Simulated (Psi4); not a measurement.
# One shape, several levels: H3NO (hydroxylamine)

Wanted: a comparison of 3 runs (HF/def2-SVP, PBE/def2-SVP, PBE/aug-cc-pVDZ) of H3NO (hydroxylamine). 

Program for the calculation: Psi4 1.11.

16 further runs of the same task are left out: 1 that didn't finish, 15 set aside as unsound or not needed.

## Step 1: The molecule

H3NO has 5 atoms, charge 0, and is taken as a singlet. SMILES: `NO`. The shape is that of a GFN2-xTB optimisation. This is one conformer, not always the lowest.

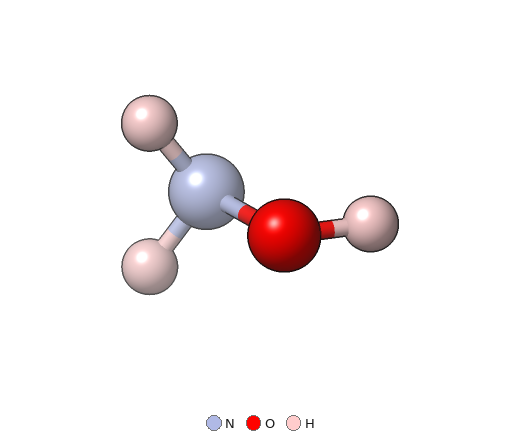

Viewed from a chosen angle; nitrogen light blue, oxygen red, hydrogen pink.

## Step 2: Energy and forces at HF/def2-SVP (run 1)

job.py reads:

```python
import psi4

psi4.set_memory('1600 MB')
psi4.set_num_threads(1)
psi4.core.set_output_file('h3no.out', False)

geom = psi4.geometry("""
N     -0.178910    -0.366440    -0.312920
O      0.371730     0.674250     0.501760
H     -0.161770    -1.206140     0.265260
H     -1.156690    -0.114310    -0.454620
H      1.125640     1.012630     0.000530
symmetry c1
no_reorient
no_com
""")

psi4.set_options({
    'basis': 'def2-SVP',
    'puream': True,
    'e_convergence': 1e-09,
    'd_convergence': 1e-08,
    'scf_type': 'pk',
})

E, wfn = psi4.gradient('hf', return_wfn=True)
psi4.oeprop(wfn, 'MAYER_INDICES', 'DIPOLE', 'QUADRUPOLE')
print('gradient / Eh bohr^-1')
print(E.np.round(6))
print(f'energy = {wfn.energy():.10f} Eh')
for k, v in sorted(psi4.core.scalar_variables().items()):
    print(f'{k:45s} {v:18.10f}')
```

Launch:

```console
$ python job.py
```

h3no.out:

```text
[...]
  Running in c1 symmetry.
[...]
  Nuclear repulsion =   39.301944041809605
[...]
  Multiplicity = 1
[...]
  Nalpha       = 9
  Nbeta        = 9
[...]
    Number of basis functions: 43
[...]
   @RHF iter   1:  -130.82830986283454   -6.40185e-01   7.60374e-03 ADIIS/DIIS
[...]
   @RHF iter  11:  -130.88272696537635   -3.26850e-12   6.71393e-09 DIIS
[...]
    Orbital Energies [Eh]
    ---------------------
    Doubly Occupied:
       1A    -20.570888     2A    -15.599112     3A     -1.368387
       4A     -1.057550     5A     -0.685195     6A     -0.669298
       7A     -0.610863     8A     -0.477442     9A     -0.417527
[...]
  @RHF Final Energy:  -130.88272696537635
   => Energetics <=
    Nuclear Repulsion Energy =             39.3019440418096053
    One-Electron Energy =                -257.4568174826362110
    Two-Electron Energy =                  87.2721464754502705
    Total Energy =                       -130.8827269653763210
[...]
  -Total Gradient:
     Atom            X                  Y                   Z
    ------   -----------------  -----------------  -----------------
       1       -0.002997301515    -0.013704672167    -0.016490206833
       2       -0.005078231946     0.013063310505     0.025849977225
       3        0.001150695526    -0.012568210620     0.005689043255
       4       -0.012923751120     0.002781056632    -0.004329519090
       5        0.019848589055     0.010428515649    -0.010719294558
[...]
 Multipole Moments:
 ------------------------------------------------------------------------------------
     Multipole            Electronic (a.u.)      Nuclear  (a.u.)        Total (a.u.)
 ------------------------------------------------------------------------------------
 L = 1.  Multiply by 2.5417464519 to convert [e a0] to [Debye]
 Dipole X            :         -3.0055547            2.8887298           -0.1168248
 Dipole Y            :         -4.9868980            4.7641885           -0.2227095
 Dipole Z            :         -3.2455875            3.0893432           -0.1562444
 Magnitude           :                                                    0.2960741
 L = 2.  Multiply by 1.3450342976 to convert [e a0^2] to [Debye ang]
 Quadrupole XX       :        -20.8491830           14.1438942           -6.7052889
 Quadrupole XY       :        -12.5724230           14.0386608            1.4662378
[...]
```

Standard output:

```text
gradient / Eh bohr^-1
[[-0.002997 -0.013705 -0.01649 ]
 [-0.005078  0.013063  0.02585 ]
 [ 0.001151 -0.012568  0.005689]
 [-0.012924  0.002781 -0.00433 ]
 [ 0.019849  0.010429 -0.010719]]
energy = -130.8827269654 Eh
CURRENT ENERGY                                   -130.8827269654
CURRENT REFERENCE ENERGY                         -130.8827269654
DD SOLVATION ENERGY                                 0.0000000000
HF KINETIC ENERGY                                 130.4422846859
HF POTENTIAL ENERGY                              -261.3250116513
HF TOTAL ENERGY                                  -130.8827269654
HF VIRIAL RATIO                                     2.0033765299
NUCLEAR REPULSION ENERGY                           39.3019440418
ONE-ELECTRON ENERGY                              -257.4568174826
PCM POLARIZATION ENERGY                             0.0000000000
PE ENERGY                                           0.0000000000
SCF ITERATION ENERGY                             -130.8827269654
SCF ITERATIONS                                     11.0000000000
SCF TOTAL ENERGY                                 -130.8827269654
TWO-ELECTRON ENERGY                                87.2721464755
```

Run time: 2.5 s. Hardware: 1 thread of Intel Xeon 6975P-C (Granite Rapids), shared host; peak memory 0.19 GiB.

## Step 3: Energy and gradient at PBE/def2-SVP (run 2)

job.py reads:

```python
import psi4

psi4.set_memory('1600 MB')
psi4.set_num_threads(1)
psi4.set_output_file('psi4.out', False)

mol = psi4.geometry("""
0 1
N     -0.178910    -0.366440    -0.312920
O      0.371730     0.674250     0.501760
H     -0.161770    -1.206140     0.265260
H     -1.156690    -0.114310    -0.454620
H      1.125640     1.012630     0.000530
symmetry c1
no_reorient
no_com
""")

options = {'basis': 'def2-SVP', 'reference': 'rks', 'puream': True, 'e_convergence': 1e-09, 'd_convergence': 1e-08, 'scf_type': 'pk', 'dft_radial_points': 99, 'dft_spherical_points': 590}
psi4.set_options(options)

result, w = psi4.gradient('pbe', return_wfn=True)
psi4.oeprop(w, 'MAYER_INDICES', 'QUADRUPOLE', 'DIPOLE')
print('gradient / Eh bohr^-1')
print(result.np.round(6))
print(f'energy = {w.energy():.10f} Eh')
```

Launch:

```console
$ python job.py
```

psi4.out:

```text
[...]
  Running in c1 symmetry.
[...]
  Nuclear repulsion =   39.301944041809605
[...]
  Multiplicity = 1
[...]
  Nalpha       = 9
  Nbeta        = 9
[...]
    Number of basis functions: 43
[...]
   @RKS iter   1:  -131.28422970349473   -1.57050e-01   1.49954e-02 ADIIS/DIIS
[...]
   @RKS iter  10:  -131.46349871123749   -3.04112e-12   6.16641e-09 DIIS
[...]
    Orbital Energies [Eh]
    ---------------------
    Doubly Occupied:
       1A    -18.761872     2A    -14.013283     3A     -0.941150
       4A     -0.707936     5A     -0.444014     6A     -0.439040
       7A     -0.359724     8A     -0.221598     9A     -0.190897
[...]
  @RKS Final Energy:  -131.46349871123749
   => Energetics <=
    Nuclear Repulsion Energy =             39.3019440418096053
    One-Electron Energy =                -257.6302001687226380
    Two-Electron Energy =                 103.3107969761863671
    DFT Exchange-Correlation Energy =     -16.4460395605108118
    Empirical Dispersion Energy =           0.0000000000000000
    VV10 Nonlocal Energy =                  0.0000000000000000
    Total Energy =                       -131.4634987112374915
[...]
  -Total Gradient:
     Atom            X                  Y                   Z
    ------   -----------------  -----------------  -----------------
       1       -0.017307093464    -0.007637201090     0.012370067680
       2        0.010542003754     0.001831216539    -0.011637624310
       3        0.002625888247     0.006103781514    -0.007279493664
       4        0.009310895545    -0.001427102696    -0.002260123462
       5       -0.005172295974     0.001128883369     0.008807300650
[...]
 Multipole Moments:
 ------------------------------------------------------------------------------------
     Multipole            Electronic (a.u.)      Nuclear  (a.u.)        Total (a.u.)
 ------------------------------------------------------------------------------------
 L = 1.  Multiply by 2.5417464519 to convert [e a0] to [Debye]
 Dipole X            :         -2.9773808            2.8887298           -0.0886509
 Dipole Y            :         -4.9206272            4.7641885           -0.1564387
 Dipole Z            :         -3.1862419            3.0893432           -0.0968987
 Magnitude           :                                                    0.2042582
 L = 2.  Multiply by 1.3450342976 to convert [e a0^2] to [Debye ang]
 Quadrupole XX       :        -21.0404243           14.1438942           -6.8965301
 Quadrupole XY       :        -12.6577000           14.0386608            1.3809608
[...]
```

Standard output:

```text
gradient / Eh bohr^-1
[[-0.017307 -0.007637  0.01237 ]
 [ 0.010542  0.001831 -0.011638]
 [ 0.002626  0.006104 -0.007279]
 [ 0.009311 -0.001427 -0.00226 ]
 [-0.005172  0.001129  0.008807]]
energy = -131.4634987112 Eh
```

Wall time 9.3 s (1 thread of Intel Xeon 6975P-C (Granite Rapids), shared host); peak memory 0.56 GiB.

## Step 4: The energy at PBE/aug-cc-pVDZ (run 3)

h3no.xyz reads:

```xyz
5
H3NO
N     -0.178910    -0.366440    -0.312920
O      0.371730     0.674250     0.501760
H     -0.161770    -1.206140     0.265260
H     -1.156690    -0.114310    -0.454620
H      1.125640     1.012630     0.000530
```

run_ase.py reads:

```python
import numpy as np
from ase.calculators.psi4 import Psi4
from ase.io import read

a = read('h3no.xyz')
calc = Psi4(atoms=a, method='pbe', basis='aug-cc-pVDZ', memory='1600MB', num_threads=1, charge=0, multiplicity=1, label='calc', reference='rks')
calc.psi4.set_options({'puream': True, 'e_convergence': 1e-09, 'd_convergence': 1e-08, 'scf_type': 'pk', 'dft_radial_points': 99, 'dft_spherical_points': 590})
a.calc = calc

print(f'energy: {a.get_potential_energy():.6f} eV')
```

Launch:

```console
$ python run_ase.py
```

calc.dat:

```text
[...]
  Running in c1 symmetry.
[...]
  Nuclear repulsion =   39.301944041809605
[...]
  Multiplicity = 1
[...]
  Nalpha       = 9
  Nbeta        = 9
[...]
    Number of basis functions: 73
[...]
   @RKS iter   1:  -131.34662256125822   -1.64987e-01   1.03143e-02 DIIS/ADIIS
[...]
   @RKS iter  10:  -131.59875578756905   -3.10365e-11   6.27594e-09 DIIS
[...]
    Orbital Energies [Eh]
    ---------------------
    Doubly Occupied:
       1A    -18.800602     2A    -14.038001     3A     -0.976958
       4A     -0.737028     5A     -0.463319     6A     -0.454940
       7A     -0.387781     8A     -0.248181     9A     -0.216358
[...]
  @RKS Final Energy:  -131.59875578756905
   => Energetics <=
    Nuclear Repulsion Energy =             39.3019440418096053
    One-Electron Energy =                -257.4341911883374223
    Two-Electron Energy =                 102.9464930548420938
    DFT Exchange-Correlation Energy =     -16.4130016958833274
    Empirical Dispersion Energy =           0.0000000000000000
    VV10 Nonlocal Energy =                  0.0000000000000000
    Total Energy =                       -131.5987557875690470
[...]
 Multipole Moments:
 ------------------------------------------------------------------------------------
     Multipole            Electronic (a.u.)      Nuclear  (a.u.)        Total (a.u.)
 ------------------------------------------------------------------------------------
 L = 1.  Multiply by 2.5417464519 to convert [e a0] to [Debye]
 Dipole X            :          0.3627415           -0.4551173           -0.0923758
 Dipole Y            :          0.5849641           -0.7396386           -0.1546745
 Dipole Z            :          0.3778234           -0.4680293           -0.0902059
 Magnitude           :                                                    0.2014810
[...]
```

On the terminal:

```text
energy: -3580.984544 eV
```

Wall time 11 s (1 thread of Intel Xeon 6975P-C (Granite Rapids), shared host); peak memory 0.9 GiB.

## Step 5: All runs side by side

```
run            level         integration grid      task  energy (Eh)  dipole moment (D)  HOMO energy (eV)  LUMO energy (eV)  wall time
  1      HF/def2-SVP                        –  gradient  -130.882727               0.75            -11.36              5.05      2.5 s
  2     PBE/def2-SVP  99 radial × 590 angular  gradient  -131.463499               0.52             -5.19              1.18      9.3 s
  3  PBE/aug-cc-pVDZ  99 radial × 590 angular    energy  -131.598756               0.51             -5.89             -0.65       11 s
```

## Step 6: Summary of results

| quantity | value |
| --- | --- |
| run 3: total energy | -131.59876 Eh |
| run 3: dipole moment | 0.51 D |
| run 3: HOMO energy | -5.89 eV |
| run 3: LUMO energy | -0.65 eV |
| run 3: HOMO–LUMO gap | 5.24 eV |

What this shows: The dipole moment (its size) runs from 0.51 D (PBE/aug-cc-pVDZ) to 0.75 D (HF/def2-SVP). The two ends differ in method and basis. The HOMO–LUMO gap runs from 5.24 eV (PBE/aug-cc-pVDZ) to 16.41 eV (HF/def2-SVP). All runs together took 23 s, the longest 11 s.
